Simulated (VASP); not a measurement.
Band structure of Cu (fcc). Level of theory: LDA (Ceperley-Alder, Perdew-Zunger) with spin-orbit coupling, VASP's LDA PAW potentials (set 64) (plane waves; VASP).

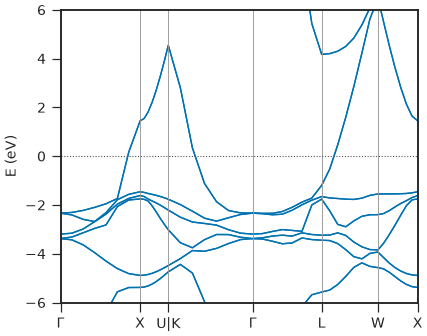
Fig. 1. Bands along high-symmetry lines, zero at the valence-band maximum or, without a gap, the Fermi level

**Question.** Read the plot: is there a gap, and where are the band edges?

**Answer.** It has no gap at this level: it comes out as a metal or semimetal.

The compound is Cu in the fcc structure. It was relaxed first, which changed the volume by -7 %.
